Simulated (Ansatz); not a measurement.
# CH6Si···NH3: what the fields show

```xyz
12

Si   -1.3050    0.5013   -0.3875
N     1.2632   -1.4619    2.1260
H    -1.0385    1.0784    0.9630
H    -2.5688    1.0965   -0.9104
H    -1.5071   -0.9689   -0.2314
H     2.1792   -1.3665    1.6935
C     0.1345    0.8545   -1.5563
H     0.6721   -1.9876    1.4862
H     0.8643   -0.5306    2.2195
H     0.2901    1.9373   -1.6751
H    -0.0534    0.4292   -2.5537
H     1.0694    0.4184   -1.1736
```

These are results of RKS B3LYP/def2-SVPD (Ansatz), not measurements.

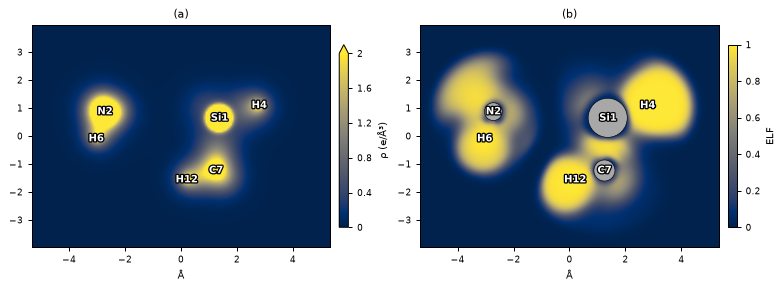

Figure 1. (a) total electron density; (b) electron localisation function on the plane of atoms Si1, C7 and H12. Grey discs cover the atomic cores in the ELF map.

### What does the map show?

Atoms in the plane: Si, N, H and C.
C–Si (1.89 Å): the density is about 0.94 e/Å³ at the midpoint; the ELF peaks at about 0.95 between the atoms, as expected for a shared electron pair.
N–H (1.02 Å): ρ is about 2.8 e/Å³ halfway; the ELF climbs to about 1 towards the hydrogen, as it does in any bond to H; an ordinary covalent bond to hydrogen.
C–H (1.10 Å): ρ is about 1.9 e/Å³ halfway; the ELF climbs to about 1 towards the hydrogen: an ordinary covalent bond to hydrogen.
Si–H (1.49 Å): ρ is about 0.76 e/Å³ halfway; the ELF climbs to about 1 towards the hydrogen.
The ELF also peaks beside N2, away from the bonds: lone-pair regions.

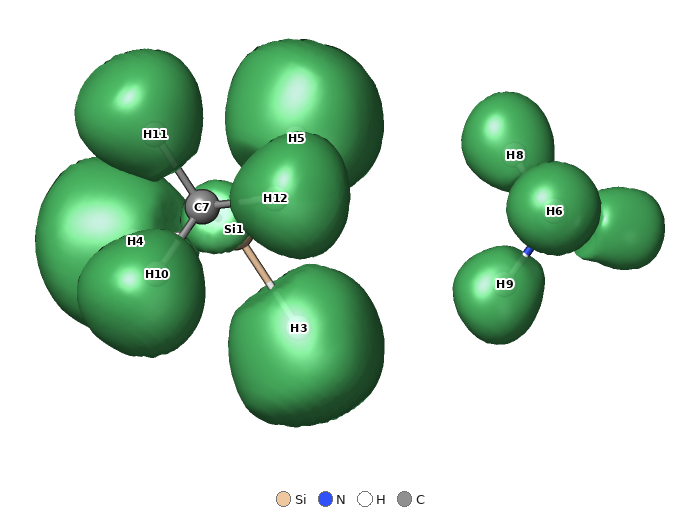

Figure 2. Isosurface of the electron localisation function at 0.9 (green), seen from one side. Core shells and regions of very low density are left out.

### Where are the electrons localised?

The ELF exceeds this value in one region between bonded C–Si atoms (shared pairs), nine regions around hydrogen nuclei and one lobe on N, pointing away from the bonds (lone pairs).


Si1···H9 (3.55 Å): the ELF dips to about 0 between them; a non-bonded, intermolecular contact.

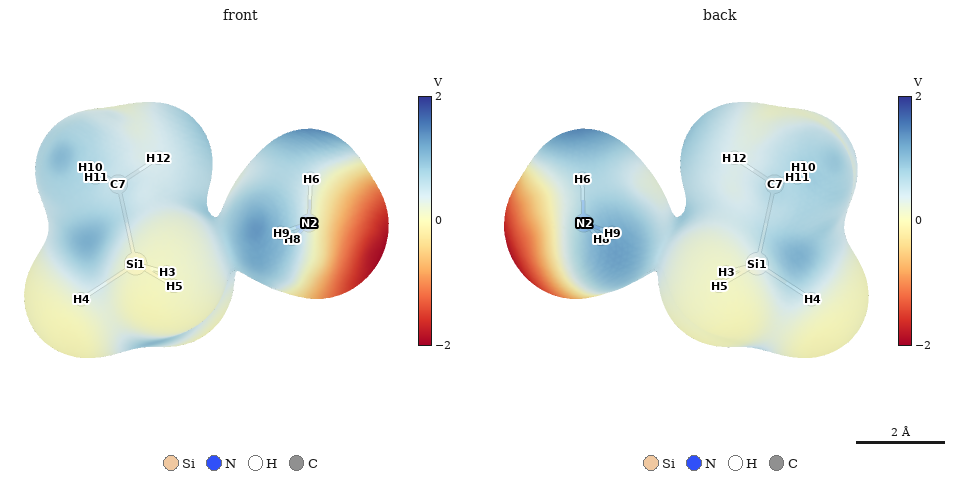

Figure 3. The electrostatic potential painted on the density surface at 0.002 e/bohr³, seen from the front and from behind; the colour scale runs from red (negative) to blue (positive).

### Which sites attract a positive test charge, and which a negative one?

A positive charge is drawn to the negative regions and a negative charge to the positive ones. The most negative region (about −1.9 V, or −44 kcal/mol for a unit charge) lies over N2, the most positive (about +1.3 V, or +30 kcal/mol for a unit charge) over H6, H8 and H9. N2 is the likeliest acceptor of a hydrogen bond.
